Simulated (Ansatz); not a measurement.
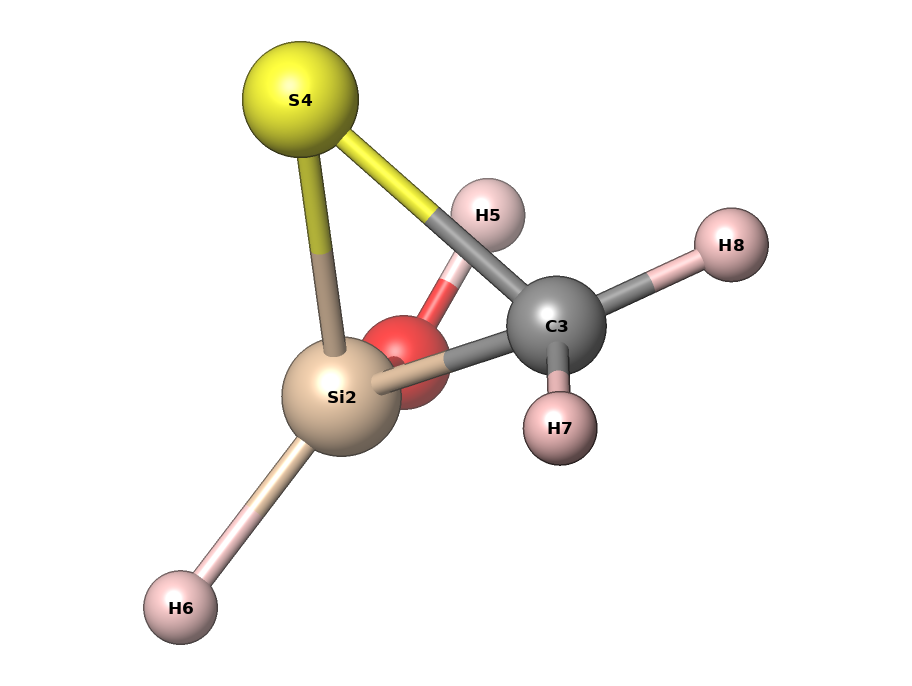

O1 lies behind Si2. The molecule seen a little off the Si2–O1 bond, Si2 in front. Distant atoms are faded towards the background colour. Computed geometry: PBE-D4/def2-SVP optimisation. No frequency run is at hand to confirm it as a minimum.

What is the torsion angle S4–Si2–O1–H5? The sign is positive where the front bond must turn clockwise to cover the back bond.

26°, synperiplanar.
